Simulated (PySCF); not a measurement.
C5H13BO (SMILES [BH3-][O+]1CCC[C@H]1C)

```xyz
20

B    -0.4481    1.7213    1.9227
O    -0.5239    0.7766    0.5185
C    -1.6252   -0.1601    0.4951
C    -1.1220   -1.3223   -0.3373
C     0.2469   -1.4390    0.2579
C     0.6387    0.0111    0.3939
C     1.4793    0.3965   -0.8621
H     0.5310    2.4013    1.8019
H    -1.4779    2.3209    1.8700
H    -0.4688    0.8326    2.7930
H    -1.8503   -0.4238    1.5042
H    -2.5268    0.3864    0.0951
H    -1.0768   -1.0292   -1.3664
H    -1.7890   -2.2129   -0.2185
H     0.0815   -1.9683    1.2816
H     0.8540   -2.1060   -0.3163
H     1.3216    0.2018    1.2789
H     1.7774    1.4208   -0.8062
H     0.6957    0.2536   -1.6687
H     2.2745   -0.2497   -1.0784
```

Geometry: GFN2-xTB, MD frame at 250 fs, 300 K.

These are results of PBE0/pcSseg-1, SCF density, gas phase, non-relativistic in PySCF 2.14.0, not measurements.

> What can the converged electron density and electron localisation function tell about the bonding?

C–O (1.40 Å): ρ at the midpoint is about 2.1 e/Å³, with its minimum of 1.8 e/Å³ about 0.5 Å from C; the ELF peaks at about 0.90 between the atoms, as expected for a polar covalent bond.
C–C (1.51 Å): ρ is about 1.7 e/Å³ halfway; the ELF peaks at about 0.95 between the atoms; a covalent bond.
C–O (1.45 Å): ρ is about 1.9 e/Å³ halfway, with its minimum of 1.6 e/Å³ about 0.5 Å from C; the ELF peaks at about 0.90 between the atoms; a shared but strongly polarised pair.

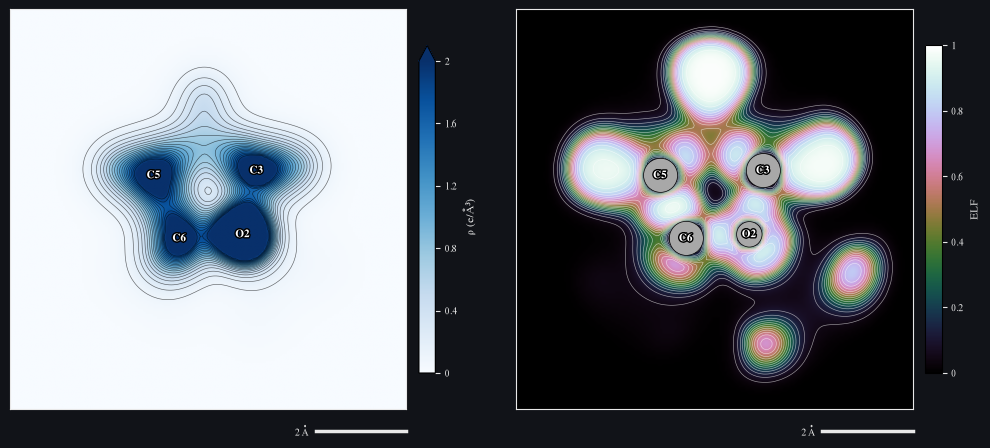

Computed electron density and electron localisation function on the plane of atoms C3, O2 and C6, in this order. Grey discs cover the atomic cores in the ELF map. 
